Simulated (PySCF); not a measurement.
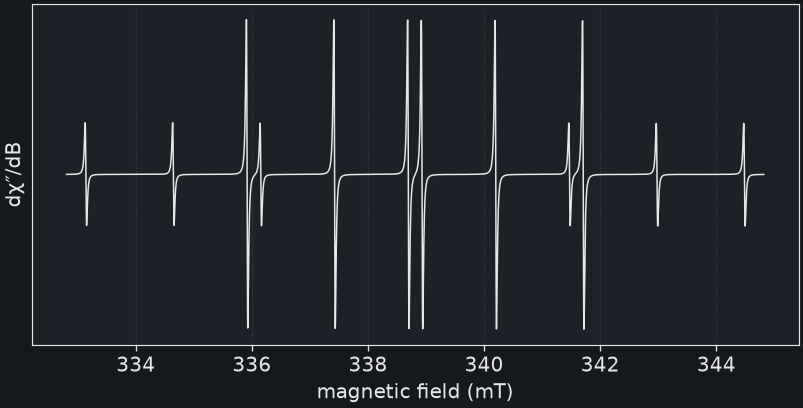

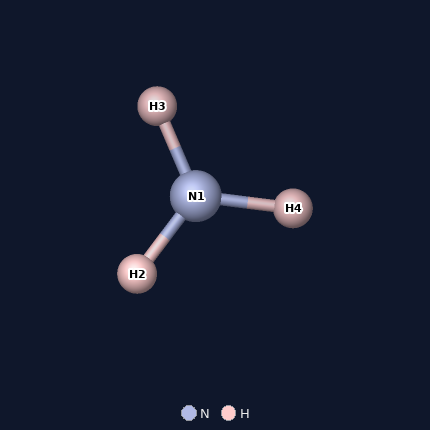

First-order isotropic EPR spectrum (fast tumbling, first derivative) of NH₃⁺, SMILES [NH3+], doublet at 9.50 GHz, Lorentzian lines of 0.04 mT full width at half height, from computed g and hyperfine couplings (B3LYP/pcH-1 (IGLO-III on N) with PySCF, at a PBE0-D3(BJ)/def2-SVP geometry (no frequency check), gas phase); values of one conformer, averaged over methyl-type rotors alone; no vibrational averaging; dilute isotopes left out. The SMILES is one Lewis form and needn't show where the spin sits.

Question: Which couplings does the calculation give? The spectrum shows the sizes of those above the line width, not their signs.

Answer:
```
    nuclei  isotope  a (mT)  a (MHz)
H2, H3, H4       ¹H   −2.78    −77.9
        N1      ¹⁴N    1.50     42.2
```

Question: What is the g value, and how wide is the spectrum?

Answer: g_iso = 2.0033, which centres the spectrum at 338.8 mT; it spans 11.3 mT.
